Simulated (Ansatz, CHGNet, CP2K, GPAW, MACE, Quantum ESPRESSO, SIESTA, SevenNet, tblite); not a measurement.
# NaH9C4O7 (P-1) (84 atoms) in Quantum ESPRESSO, part 2 of 2

Wanted: Quantum ESPRESSO inputs and outputs for NaH9C4O7 (P-1) (84 atoms), checked against a plane-wave reference.

Program: Quantum ESPRESSO 7.5; the method stands at each step. Banners, paths, timers and routine set-up lines are dropped from the logs unmarked, and long logs keep their key lines alone; longer cuts are marked.

So far. Step 2 (PBE, sssp-1.3.0-efficiency, 60/480 Ry): Forces lie 3.2 % from the reference's, at 7.6 times its CPU time (on 2 against 8 cores). Step 3 (PBE, gbrv-1.5, 40/200 Ry): Against the first run (3.2 %), the force difference from the reference is 18 %, at 0.45 times the CPU time.

### Step 4. PBE+D3(BJ), sssp-1.3.0-efficiency, 60/480 Ry

Method: Kohn-Sham DFT, PBE+D3(BJ), SSSP efficiency 1.3.0 pseudopotentials, plane waves.

The pseudopotential files are exchanged too: ./pseudo now holds the set sssp-pbe-1.3.0-efficiency.

Input file pw.in:

```
&control
  calculation = 'scf'
  pseudo_dir = './pseudo'
  outdir = './tmp'
  disk_io = 'none'
  tprnfor = .true.
  tstress = .true.
/
&system
  ibrav = 0
  nat = 84
  ntyp = 4
  ecutwfc = 60
  ecutrho = 480
  nosym = .true.
  occupations = 'smearing'
  smearing = 'fd'
  degauss = 0.003675
  vdw_corr = 'dft-d3'
  dftd3_version = 4
  dftd3_threebody = .false.
/
&electrons
  conv_thr = 4.2e-07
  electron_maxstep = 100
  mixing_beta = 0.4
  mixing_mode = 'plain'
  diagonalization = 'david'
/
ATOMIC_SPECIES
Na 22.990 Na.upf
H 1.008 H.upf
C 12.011 C.upf
O 15.999 O.upf
CELL_PARAMETERS angstrom
11.91200 0.00000 0.00000
-1.13193 6.29098 0.00000
-0.30376 -2.84790 10.85864
ATOMIC_POSITIONS crystal
[... 84 atom lines left out: the same atoms as in the first run ...]
K_POINTS gamma
```

On the command line:

```console
> OMP_NUM_THREADS=1 mpirun -np 2 pw.x -in pw.in > output.txt
```

The log of the run:

```text
[banner, memory and clock lines left out]
Program PWSCF
     gamma-point specific algorithms are used
[... lines left out ...]
     total energy              =   -1886.99228590 Ry
[... lines left out ...]
     total energy              =   -1887.06165238 Ry
[... lines left out ...]
     total energy              =   -1887.08557226 Ry
[... lines left out ...]
     total energy              =   -1887.08557443 Ry
[... lines left out ...]
     the Fermi energy is     1.3763 ev
!    total energy              =   -1887.08557516 Ry
[... lines left out ...]
     The total energy is F=E-TS. E is the sum of the following terms:
[... lines left out ...]
     convergence has been achieved in  11 iterations
     Forces acting on atoms (cartesian axes, Ry/au):
     atom    1 type  1   force =    -0.00011628   -0.00464898    0.00572494
     atom    2 type  1   force =     0.00016328   -0.00316322   -0.00678271
     atom    3 type  2   force =    -0.00810423   -0.00719440   -0.02241560
[...]
atom   83 type  4   force =     0.01244891    0.00935027   -0.05877885
     atom   84 type  4   force =     0.00966216   -0.02549330   -0.06877262
     Total force =     0.698335     Total SCF correction =     0.000676
     Computing stress (Cartesian axis) and pressure
          total   stress  (Ry/bohr**3)                   (kbar)     P=       20.72
   0.00019607  -0.00000964   0.00005060           28.84       -1.42        7.44
  -0.00000964  -0.00000113  -0.00001454           -1.42       -0.17       -2.14
   0.00005060  -0.00001454   0.00022761            7.44       -2.14       33.48
     Message from routine punch:
     Nothing written, as per user request (disk_io='none')
```

It took 96 s on 2 MPI ranks of Arm Neoverse V2, shared host; peak memory 1.6 GiB; 3.2 min of CPU time.

Numbers from this run, and their distance from the reference:

| Property | Result |
| --- | --- |
| r.m.s. force component | 1.131 eV/Å |
| r.m.s. difference of force components | 35.18 meV/Å |
| longest difference of force vectors | 185.2 meV/Å |
| force difference over r.m.s. force | 3.154 % |
| slope of forces against the reference's | 1.014 |
| correlation of force components | 0.9996 |
| gap (highest filled to lowest empty level) | 2.909 eV |
| gap difference | -0.001 eV |
| pressure | 2.072 GPa |
| pressure difference | -1.2 GPa |

Against the first run (3.2 %), the force difference from the reference is 3.2 %, at 1.0 times the CPU time; the model has changed, so this is no error of the program alone.

### Step 5. The ladder

Differences are against the plane-wave reference, forces as r.m.s. over components; share is that over the reference's r.m.s. force, slope the least-squares factor from reference forces to these. Total energies of different programs have different zeros and aren't compared.

| run | Δ force, r.m.s. (meV/Å) | share (%) | slope | Δ pressure (GPa) | Δ gap (eV) | cores | CPU time | memory (GiB) |
| --- | --- | --- | --- | --- | --- | --- | --- | --- |
| reference | - | - | - | - | - | 8 | 24 s | 0.93 |
| QE PBE, sssp-1.3.0-efficiency, 60/480 Ry | 35.1 | 3.15 | 1.014 | -0.0109 | -0.001 | 2 | 3.1 min | 1.5 |
| QE PBE, gbrv-1.5, 40/200 Ry | 201 | 18.0 | 1.043 | 1.00 | -0.0021 | 2 | 83 s | 0.65 |
| QE PBE+D3(BJ), sssp-1.3.0-efficiency, 60/480 Ry | 35.2 | 3.15 | 1.014 | -1.20 | -0.001 | 2 | 3.2 min | 1.6 |

CPU time is summed over cores on a shared host, where runs went side by side, so it is rough. Symmetry, cutoffs, thresholds, outputs and thread counts weren't matched or tuned between programs; memory under MPI is the largest rank's times the ranks.

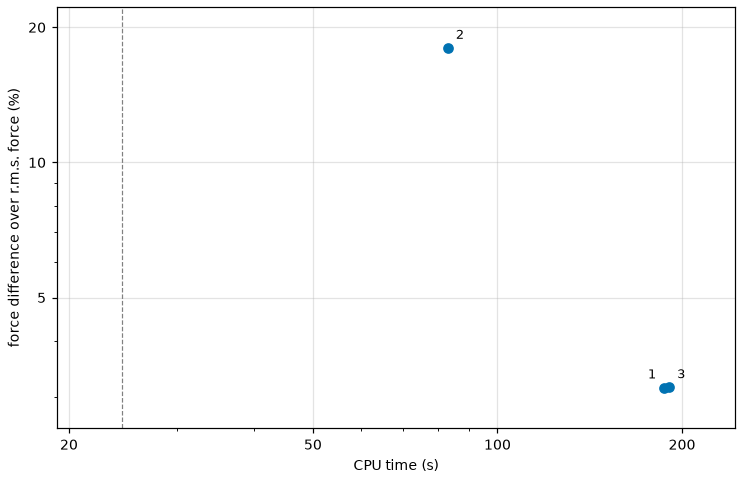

Force difference against CPU time; the dashed line marks the reference's time. Points: 1 QE PBE, sssp-1.3.0-efficiency, 60/480 Ry; 2 QE PBE, gbrv-1.5, 40/200 Ry; 3 QE PBE+D3(BJ), sssp-1.3.0-efficiency, 60/480 Ry.

### Step 6. What came out

* nearest in forces: a tie at 3.2 % of 2 runs: QE PBE, sssp-1.3.0-efficiency, 60/480 Ry; QE PBE+D3(BJ), sssp-1.3.0-efficiency, 60/480 Ry

PBE on plane waves or a grid with other potentials, cutoffs or grids differs from the reference by 3.2 % (QE PBE, sssp-1.3.0-efficiency, 60/480 Ry) to 18 % (QE PBE, gbrv-1.5, 40/200 Ry) of the r.m.s. force; this holds the reference's own error, so differences of a few per cent don't tell which side is nearer the exact PBE result (QE's 60 Ry are 816 eV, against the reference's 420 eV). QE PBE, gbrv-1.5, 40/200 Ry stands apart from the other plane-wave or grid runs, so its own grid or potentials are the likelier cause. Rows with another functional or a dispersion term differ by 3.2 % (QE PBE+D3(BJ), sssp-1.3.0-efficiency, 60/480 Ry), which mixes the change of model with differences of basis and potentials. None of the electronic-structure runs in the table takes under half the reference's CPU time of 24 s; they take 3.4 to 7.8 times as much. PBE gaps agree with the reference's 2.91 eV within 0.003 eV. These are spacings on the run's k-points, which needn't hold the band edges. With short bonds to hydrogen, sets of potentials differ among themselves by several per cent in forces even at converged cutoffs, so the reference isn't exact here either. GBRV, made for solids, lies farthest in such cells, whatever the cutoff. The reference's PBE has no dispersion term, which matters for the binding between molecules or layers. The published positions, changed by the recipe (random displacements or longer bonds to H), lie far from the minimum at this level of theory. The reference's pressure of 3.3 GPa belongs to a cell and atoms that aren't relaxed at this level. The electronic-structure runs sample only Γ, in a cell whose shortest periodic width is 6 Å.

[Also dropped from logs without a mark: logging warnings of Python, and SIESTA's first energy breakdown and zero terms.]

[Logs are printed without paths, hosts, clocks, repeated set-up lines and the standing remarks that a program may print on its own settings, such as how far it seeks lower states.]

[Hosts, paths, dates, database ids (printed as entryN), source tags and the programs' standing remarks are cut or masked in the printed files.]
